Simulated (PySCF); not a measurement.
H₂ClFGeO₂, SMILES [Ge]([F])([Cl])([OH])[OH] at its B3LYP/def2-SVP optimised geometry (Å):

```
7

O     -1.5434    -1.5942    -1.4066
Ge    -0.8169    -0.8302     0.0000
O     -1.3785    -1.6507     1.4386
F     -1.3184     0.8302     0.0000
Cl     1.3184    -0.8302     0.0000
H     -1.4440    -1.0775    -2.2191
H     -2.2941    -1.9538     1.3499
```

Level of theory: B3LYP/def2-TZVP in PySCF. Cells within 0.4 Å of a nucleus heavier than hydrogen are left out (blank, or x).

Map of the Laplacian of the electron density (e/bohr⁵), clipped to [-1.50, 1.50] on the plane z = 0.0 Å:

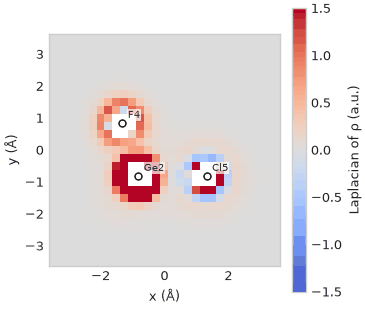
Laplacian of the electron density (e/bohr⁵), clipped to [-1.50, 1.50] on the plane z = 0.0 Å.
